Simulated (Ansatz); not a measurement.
**F2GeH with multiplicity 2: molecular dynamics**

Purpose: to follow the molecule's vibrations and see whether its bonds hold. The start is relaxed first. Runs: 300 steps of 1 fs at constant energy, with velocities drawn for 500 K. SMILES of the start: [F][GeH][F].

Program: Ansatz 0.2.0. Level of theory: UKS PBE/def2-SVP. These are calculated values, not measurements.

**1. The starting structure**

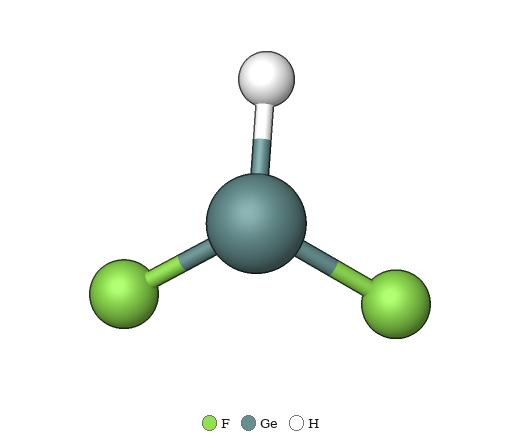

The starting structure, seen from a free direction (fluorine green, germanium teal, hydrogen white).

As a file:

```xyz
4

F    -0.2185   -0.0492    1.6278
Ge    0.4107   -0.0557   -0.0026
F    -0.4318   -1.2910   -0.9564
H     0.2951    1.3356   -0.6890
```

**2. Relaxing the start**

Input file input.yaml:

```yaml
crystal:
  periodic: [false, false, false]
  atoms:
    - { symbol: F, position_ang: [-0.2185, -0.0492, 1.6278] }
    - { symbol: Ge, position_ang: [0.4107, -0.0557, -0.0026] }
    - { symbol: F, position_ang: [-0.4318, -1.291, -0.9564] }
    - { symbol: H, position_ang: [0.2951, 1.3356, -0.689] }
magnetization:
  spin_polarized: true
  initial_magnetization: 1
basis:
  gaussian: { orbitals: def2-SVP }
hamiltonian:
  xc: pbe
relax:
  f_tol: 0.02
  max_steps: 40
```

Started as:

```console
$ ansatz run input.yaml --threads 1 --pin off --max-ram 2048MiB --backend cpu --events-out ev --progress --plain --runs-dir out
```

Output (excerpt; [...] marks lines left out):

```text
Warning: RAYON_NUM_THREADS=1 ignored (pool sized by the plan → 1); use --threads N
[...]
Functional definition: PBE
[...]
705 factors; their error is unknown
[...]
mean field -61943.66164948 eV, -2276.3875786965 hartree, gradient 3.3e-5 eV, S^2 0.751766; 0 other end points of the search recorded, 0 dependent functions left out
[...]
reference -61943.66167660 eV, -2276.3875796930 hartree; 26, 25 occupied and 39, 40 virtual orbitals, 705 factors
relax step   1: F+E_penalty+E_count = -61943.66164948 eV  Δ(F+E_penalty+E_count) = +0.000e0 eV  max|allowed force component| = 9.913e-1 eV/Å  Δτ_max = 0.0000 Å  (26 SCF iters, accepted)
[...]
relax step   5: F+E_penalty+E_count = -61943.75378110 eV  Δ(F+E_penalty+E_count) = -8.034e-4 eV  max|allowed force component| = 4.015e-2 eV/Å  Δτ_max = 0.0072 Å  (27 SCF iters, accepted)
[...]
relax step   6: F+E_penalty+E_count = -61943.75390783 eV  Δ(F+E_penalty+E_count) = -1.267e-4 eV  max|allowed force component| = 4.067e-3 eV/Å  Δτ_max = 0.0038 Å  (25 SCF iters, accepted)
705 factors; their error is unknown
mean field -61943.75390783 eV, -2276.3909691284 hartree, gradient 1.8e-5 eV, S^2 0.752123; 1 other end points of the search recorded, 0 dependent functions left out
[...]
reference -61943.75393464 eV, -2276.3909701138 hartree; 26, 25 occupied and 39, 40 virtual orbitals, 705 factors
Total energy: -61943.75393464 eV, -2276.3909701138 hartree
Atom 0 at    -0.254002    -0.045299     1.576948 Å, force    -0.001843    -0.000636     0.002879 eV/Å
Atom 1 at     0.511185    -0.092541    -0.007144 Å, force     0.001542     0.001767    -0.004067 eV/Å
Atom 2 at    -0.453961    -1.250203    -0.915763 Å, force    -0.001023    -0.003112     0.000514 eV/Å
Atom 3 at     0.252278     1.327743    -0.674240 Å, force     0.001324     0.001981     0.000674 eV/Å
Dipole moment:     0.352973     0.251928    -0.149914 e Å
```

It took 13 s on 1 thread of Arm Neoverse V1, shared host; peak memory 0.12 GiB.

Relaxation path:

| step | energy from step 1 (eV) | largest force component (eV/Å) |
| --- | --- | --- |
| 1 | 0.0000 | 0.9913 |
| 2 | -0.0279 | 1.1275 |
| 3 | -0.0889 | 0.2397 |
| 4 | -0.0913 | 0.1083 |
| 5 | -0.0921 | 0.0401 |
| 6 | -0.0923 | 0.0041 |

Step 1 is the start.

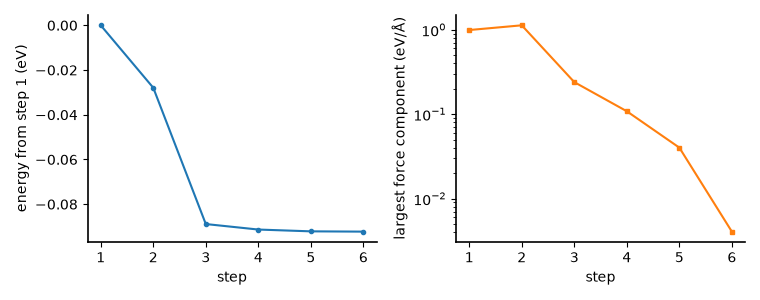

How energy and force went from step to step.

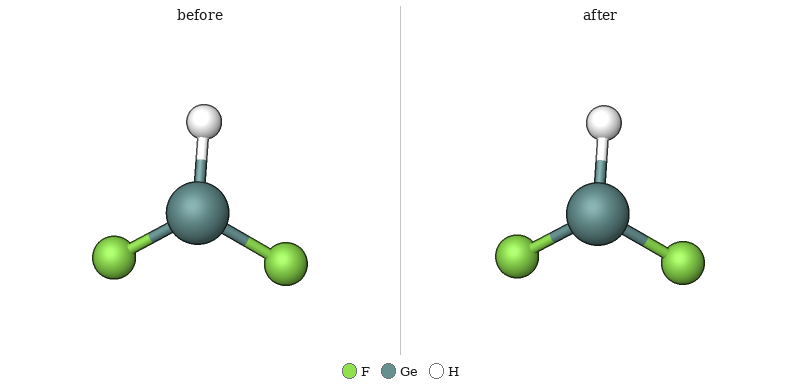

The structure before (left) and after (right), drawn at the same scale.

After: Bond lengths: F1–Ge2 1.760 Å, Ge2–F3 1.760 Å, Ge2–H4 1.590 Å. Angles: F1–Ge2–F3 104.1°, F1–Ge2–H4 106.4°, F3–Ge2–H4 106.4°.

**3. Dynamics**

300 steps of 1 fs at constant energy, with velocities drawn for 500 K, from the relaxed start. H is given a mass of 3.016 u.

Input file input.yaml:

```yaml
crystal:
  periodic: [false, false, false]
  atoms:
    - { symbol: F, position_ang: [-0.254002, -0.045299, 1.576948] }
    - { symbol: Ge, position_ang: [0.511185, -0.092541, -0.007144] }
    - { symbol: F, position_ang: [-0.453961, -1.250203, -0.915763] }
    - { symbol: H, position_ang: [0.252278, 1.327743, -0.67424] }
magnetization:
  spin_polarized: true
  initial_magnetization: 1
basis:
  gaussian: { orbitals: def2-SVP }
hamiltonian:
  xc: pbe
md:
  timestep: 1.0
  n_steps: 300
  ensemble: nve
  temperature: 500.0
  initial_velocities: maxwell_boltzmann
  seed: 17316
  masses: [{ species: H, mass: 3.016 }]
```

Started as:

```console
$ ansatz run input.yaml --threads 1 --pin off --max-ram 2048MiB --backend cpu --events-out ev --progress --plain --runs-dir out
```

Output (excerpt; [...] marks lines left out):

```text
Warning: RAYON_NUM_THREADS=1 ignored (pool sized by the plan → 1); use --threads N
[...]
Functional definition: PBE
[...]
705 factors; their error is unknown
[...]
mean field -61943.75390321 eV, -2276.3909689587 hartree, gradient 1.3e-5 eV, S^2 0.752123; 0 other end points of the search recorded, 0 dependent functions left out
[...]
reference -61943.75393013 eV, -2276.3909699480 hartree; 26, 25 occupied and 39, 40 virtual orbitals, 705 factors
md step     0: t =     0.00 fs  T =   500.0 K  F+E_penalty+E_count = -61943.75390321 eV  E_kin = 0.129260 eV  conserved = -61943.62464321 eV  (27 SCF iters)
[...]
md step    20: t =    20.00 fs  T =   103.5 K  F+E_penalty+E_count = -61943.65123106 eV  E_kin = 0.026768 eV  conserved = -61943.62446326 eV  (29 SCF iters)
[...]
md step    40: t =    40.00 fs  T =   278.9 K  F+E_penalty+E_count = -61943.69660326 eV  E_kin = 0.072094 eV  conserved = -61943.62450946 eV  (29 SCF iters)
[...]
md step    60: t =    60.00 fs  T =   182.7 K  F+E_penalty+E_count = -61943.67175102 eV  E_kin = 0.047231 eV  conserved = -61943.62452001 eV  (29 SCF iters)
[...]
md step    80: t =    80.00 fs  T =   344.3 K  F+E_penalty+E_count = -61943.71358030 eV  E_kin = 0.089009 eV  conserved = -61943.62457143 eV  (28 SCF iters)
md step    81: t =    81.00 fs  T =   349.4 K  F+E_penalty+E_count = -61943.71487984 eV  E_kin = 0.090325 eV  conserved = -61943.62455440 eV  (28 SCF iters)
```

**4. The log goes on: dynamics from the start**

Output, continued (excerpt; [...] marks lines left out):

```text
md step    82: t =    82.00 fs  T =   352.9 K  F+E_penalty+E_count = -61943.71576336 eV  E_kin = 0.091226 eV  conserved = -61943.62453703 eV  (28 SCF iters)
[...]
md step   107: t =   107.00 fs  T =   125.8 K  F+E_penalty+E_count = -61943.65703810 eV  E_kin = 0.032523 eV  conserved = -61943.62451495 eV  (29 SCF iters)
[...]
md step   132: t =   132.00 fs  T =   320.2 K  F+E_penalty+E_count = -61943.70728289 eV  E_kin = 0.082780 eV  conserved = -61943.62450248 eV  (28 SCF iters)
[...]
md step   157: t =   157.00 fs  T =   207.5 K  F+E_penalty+E_count = -61943.67818556 eV  E_kin = 0.053636 eV  conserved = -61943.62454981 eV  (29 SCF iters)
[...]
md step   182: t =   182.00 fs  T =   319.7 K  F+E_penalty+E_count = -61943.70718170 eV  E_kin = 0.082659 eV  conserved = -61943.62452293 eV  (29 SCF iters)
md step   183: t =   183.00 fs  T =   322.0 K  F+E_penalty+E_count = -61943.70777900 eV  E_kin = 0.083248 eV  conserved = -61943.62453133 eV  (29 SCF iters)
md step   184: t =   184.00 fs  T =   324.4 K  F+E_penalty+E_count = -61943.70839568 eV  E_kin = 0.083852 eV  conserved = -61943.62454381 eV  (29 SCF iters)
```

**5. More of the same log: dynamics from the start**

The log, continued (excerpt; [...] marks lines left out):

```text
md step   185: t =   185.00 fs  T =   326.0 K  F+E_penalty+E_count = -61943.70882605 eV  E_kin = 0.084267 eV  conserved = -61943.62455942 eV  (29 SCF iters)
[...]
md step   206: t =   206.00 fs  T =   105.3 K  F+E_penalty+E_count = -61943.65173968 eV  E_kin = 0.027231 eV  conserved = -61943.62450838 eV  (28 SCF iters)
[...]
md step   227: t =   227.00 fs  T =   430.2 K  F+E_penalty+E_count = -61943.73574983 eV  E_kin = 0.111218 eV  conserved = -61943.62453198 eV  (28 SCF iters)
[...]
md step   248: t =   248.00 fs  T =   168.3 K  F+E_penalty+E_count = -61943.66802054 eV  E_kin = 0.043497 eV  conserved = -61943.62452383 eV  (29 SCF iters)
[...]
md step   299: t =   299.00 fs  T =   239.5 K  F+E_penalty+E_count = -61943.68649769 eV  E_kin = 0.061915 eV  conserved = -61943.62458289 eV  (28 SCF iters)
[...]
md step   300: t =   300.00 fs  T =   239.5 K  F+E_penalty+E_count = -61943.68648402 eV  E_kin = 0.061911 eV  conserved = -61943.62457265 eV  (28 SCF iters)
Total energy: -61943.68651117 eV, -2276.3884923466 hartree
Atom 0 at    -0.244243    -0.042620     1.550963 Å, force    -0.261813    -0.053335     0.541680 eV/Å
Atom 1 at     0.505051    -0.090804    -0.017046 Å, force     0.561847     0.071360    -0.133454 eV/Å
Atom 2 at    -0.463354    -1.278112    -0.883750 Å, force    -0.118156     0.224763    -0.159108 eV/Å
Atom 3 at     0.397690     1.444849    -0.473762 Å, force    -0.181879    -0.242788    -0.249118 eV/Å
Dipole moment:     0.325286     0.257047    -0.168930 e Å
```

Wall time 9.2 min (1 thread of Arm Neoverse V1, shared host); peak memory 0.12 GiB.

**6. The trajectory**

The trajectory, every 16 steps (energies from step 0):

| time (fs) | T (K) | potential energy change (meV/atom) | total energy change (meV/atom) |
| --- | --- | --- | --- |
| 0.0 | 500 | 0.0 | 0.00 |
| 16.0 | 154 | 22.4 | 0.04 |
| 32.0 | 163 | 21.8 | 0.03 |
| 48.0 | 380 | 7.8 | 0.01 |
| 64.0 | 128 | 24.1 | 0.04 |
| 80.0 | 344 | 10.1 | 0.02 |
| 96.0 | 384 | 7.5 | 0.01 |
| 112.0 | 38 | 29.9 | 0.04 |
| 128.0 | 267 | 15.1 | 0.02 |
| 144.0 | 389 | 7.2 | 0.02 |
| 160.0 | 152 | 22.6 | 0.04 |
| 176.0 | 315 | 12.0 | 0.02 |
| 192.0 | 251 | 16.1 | 0.02 |
| 208.0 | 96 | 26.1 | 0.04 |
| 224.0 | 405 | 6.2 | 0.02 |
| 240.0 | 268 | 15.0 | 0.04 |
| 256.0 | 120 | 24.6 | 0.04 |
| 272.0 | 278 | 14.4 | 0.03 |
| 288.0 | 224 | 17.9 | 0.04 |
| 300.0 | 239 | 16.9 | 0.02 |

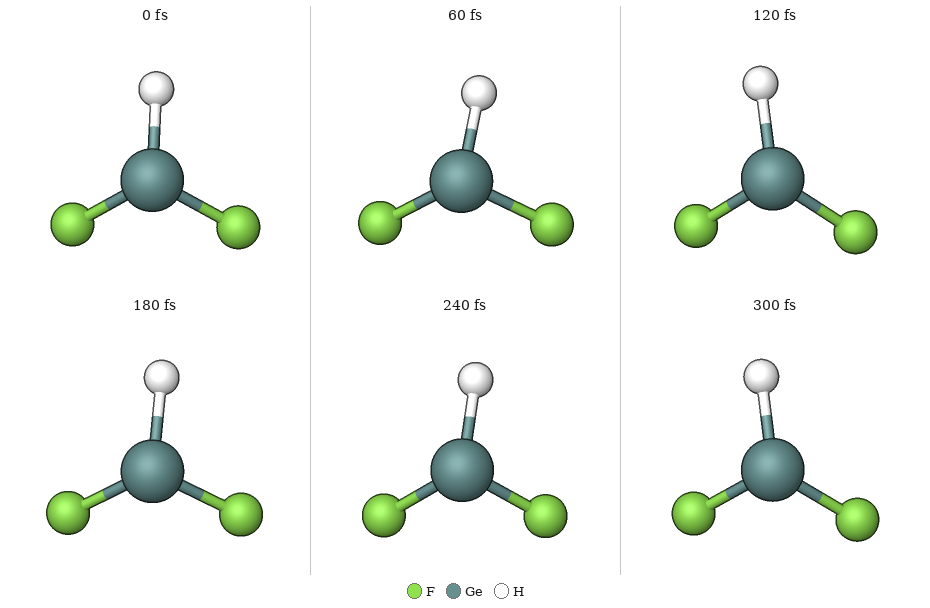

The system at six times, viewed from a free direction. Sticks join atoms within a bonding distance in each frame.

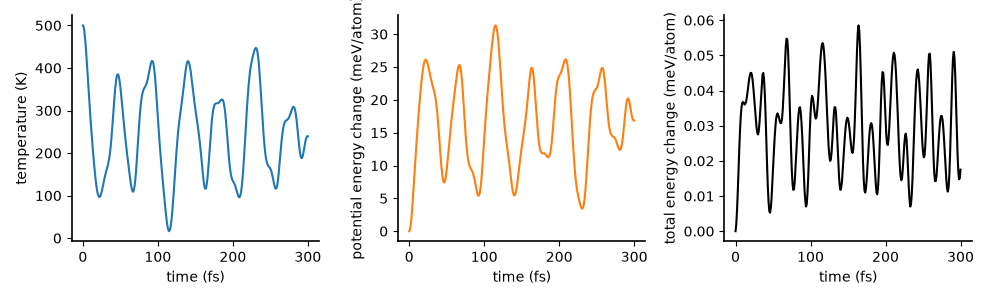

Time series of the run, each on its own scale.

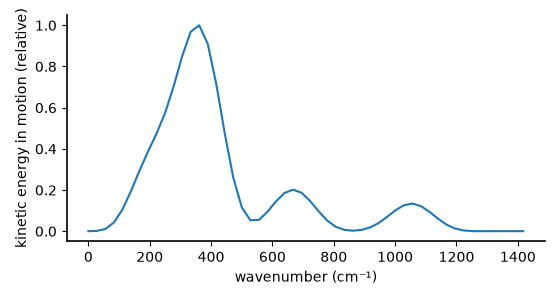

Power spectrum of the mass-weighted velocities; a run of 300 fs resolves no finer than about 220 cm⁻¹.

Maxima of the velocity power spectrum (cm⁻¹, relative height; resolution about 220 cm⁻¹): 360 (100), 670 (20), 1060 (13).

**7. Frames from the trajectory**

Positions (Å) and forces (eV/Å):

```xyz
4
time_fs=38.0 T=233 dE=0.0693
F    -0.206    0.019    1.619   -0.111   -0.238   -0.290
Ge    0.481   -0.110   -0.009    0.938    0.385    0.944
F    -0.400   -1.249   -0.970   -0.660   -0.425   -0.332
H     0.322    1.344   -0.549   -0.167    0.279   -0.322
4
time_fs=75.0 T=267 dE=0.0604
F    -0.262   -0.041    1.590    0.162    0.021   -0.264
Ge    0.522   -0.096    0.001   -0.536   -0.153   -0.115
F    -0.467   -1.221   -0.937    0.182   -0.203    0.218
H     0.123    1.192   -0.829    0.192    0.336    0.160
4
time_fs=112.0 T=38 dE=0.1197
F    -0.290   -0.088    1.525   -0.017    0.148    0.338
Ge    0.522   -0.073   -0.022   -0.134   -0.538   -0.150
F    -0.495   -1.305   -0.837    0.401    0.772   -0.026
H     0.464    1.483   -0.483   -0.250   -0.382   -0.162
4
time_fs=150.0 T=303 dE=0.0510
F    -0.262   -0.050    1.563   -0.073    0.031    0.318
Ge    0.523   -0.096    0.001   -0.301    0.512   -0.719
F    -0.471   -1.222   -0.912    0.054   -0.302    0.017
H     0.119    1.269   -0.807    0.320   -0.241    0.384
4
time_fs=188.0 T=317 dE=0.0474
F    -0.201    0.011    1.622   -0.146   -0.156   -0.277
Ge    0.482   -0.110   -0.006    0.849    0.700    0.526
F    -0.405   -1.244   -0.972   -0.590   -0.404   -0.239
H     0.317    1.347   -0.640   -0.112   -0.140   -0.010
4
time_fs=225.0 T=415 dE=0.0222
F    -0.247   -0.023    1.598    0.197   -0.128   -0.438
Ge    0.509   -0.095   -0.013   -0.249   -0.446    0.555
F    -0.456   -1.263   -0.933    0.126    0.271    0.164
H     0.263    1.341   -0.573   -0.074    0.303   -0.281
4
time_fs=262.0 T=169 dE=0.0857
F    -0.291   -0.112    1.540    0.121    0.305    0.215
Ge    0.539   -0.073   -0.006   -0.772   -1.077   -0.409
F    -0.518   -1.240   -0.858    0.627    0.279    0.171
H     0.217    1.212   -0.840    0.023    0.492    0.024
4
time_fs=300.0 T=239 dE=0.0674
F    -0.244   -0.043    1.551   -0.262   -0.053    0.542
Ge    0.505   -0.091   -0.017    0.562    0.071   -0.134
F    -0.463   -1.278   -0.884   -0.118    0.225   -0.159
H     0.398    1.445   -0.474   -0.182   -0.243   -0.249
```

**8. Summary of results**

| quantity | value |
| --- | --- |
| relaxation of the start | 5 moves, 0.092 eV lower |
| length | 300 steps of 1 fs |
| temperature, first and last step | 500 and 239 K |
| temperature, second half | mean 241 K, from 96 to 447 K |
| potential energy, second half | +17 meV/atom from the start |
| largest change of the total energy | 0.06 meV/atom |
| bonds formed or broken | 0 |

What this shows: The temperature starts at 500 K and averages 241 K in the second half, where it ranges from 96 to 447 K; a mean near half the start is what vibrations about a minimum give, since they share energy equally between motion and strain. The total energy strays from its start by at most 0.06 meV/atom, 0.4 % of the mean kinetic energy, which is good for a step of 1 fs. No bond forms or breaks. 300 fs on 4 atoms is far too short and small for converged averages.
